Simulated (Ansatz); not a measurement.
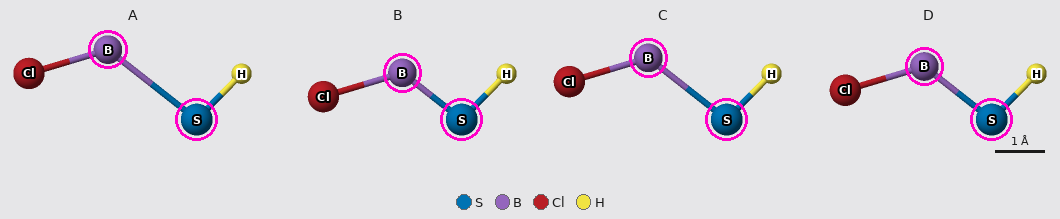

BHSCl (multiplicity 2): the S–B bond length is varied, with the rest of the molecule carried along rigidly. A ball-and-stick model, seen face on. The ringed atoms are those of the scanned coordinate.

Computed with Ansatz: CCSD(T), basis def2-TZVPP, on geometries moved rigidly from the minimum at PBE0-D4/def2-TZVP. Coupled cluster with a frozen core. Energies are counted from the PBE0-D4/def2-TZVP minimum geometry at the same level.

Question: Rank the frames from lowest to highest energy.

Answer: Lowest first: D (the distance 1.766 Å, 0.0 kJ/mol), C (the distance 2.053 Å, 51.5 kJ/mol), B (the distance 1.554 Å, 78.6 kJ/mol), A (the distance 2.326 Å, 137.6 kJ/mol). Over the whole scan: the lowest computed point lies at the distance 1.766 Å (0.0 kJ/mol). The end points stand at 78.6 kJ/mol (1.554 Å) and 180.0 kJ/mol (2.473 Å). The curvature at the lowest point is about 24 eV/Å² (3.9 mdyn/Å). The well is steeper on the short side, as for any bond.
